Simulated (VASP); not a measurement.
Band structure of Rb2H4Pd (space group P4_2/mnm). All values below come from r2SCAN meta-GGA, VASP's PBE PAW potentials (set 64) (plane waves; VASP 6.6.1).

The path is coarsely sampled, so an indirect gap can come out somewhat too large.

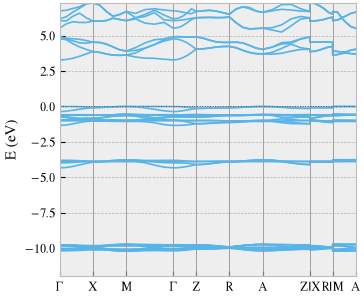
Figure. Bands along high-symmetry lines, zero at the valence-band maximum or, without a gap, the Fermi level

### Question
Read the plot: is there a gap, and where are the band edges?

### Answer
The gap is indirect, 3.29 eV, from the valence maximum at M-Γ at 0.40 to the conduction minimum at Γ.

The structure comes from a computed database's Rb2H4Pd entry (P4_2/mnm); how it stands against other phases isn't given here. It was relaxed first.
